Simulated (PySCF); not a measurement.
SMILES C[SiH2]/C=C/[Si](F)(F)F, GFN2-xTB optimised geometry. Atoms within 1.6 Å of the plane z = 1.2 Å (x, y, z in Å): C5 (-1.86, -1.03, 2.49), C6 (-1.06, -1.57, 1.57), Si7 (-0.48, -0.69, 0.00), H9 (-2.19, -0.01, 2.35), H10 (-0.73, -2.59, 1.71), H11 (0.99, -0.69, 0.00), H12 (-0.99, 0.69, 0.00).

Method: CAM-B3LYP/def2-TZVP (PySCF). Cells within 0.4 Å of a nucleus heavier than hydrogen are left out (blank, or x).

Map of the electrostatic potential (hartree/e), clipped to [-0.08, 0.12] on the plane z = 1.2 Å:

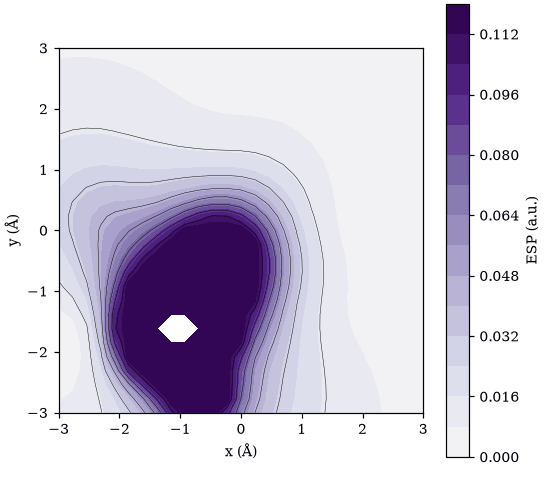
Figure. Electrostatic potential (hartree/e), clipped to [-0.08, 0.12] on the plane z = 1.2 Å.
